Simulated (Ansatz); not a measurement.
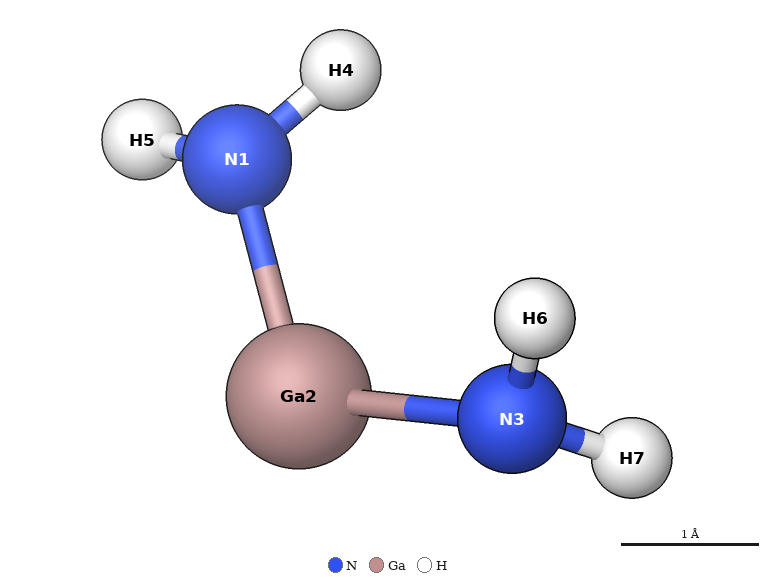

Source: calculation with Ansatz.

The atoms are numbered. The species is neutral and a spin doublet. Geometry: moved along internal coordinates away from the minimum.

Question: Describe the coordination of atom 2.

Answer: Ga2 has 2 neighbours (N1 at 1.85, N3 at 1.99 Å); the arrangement is bent.
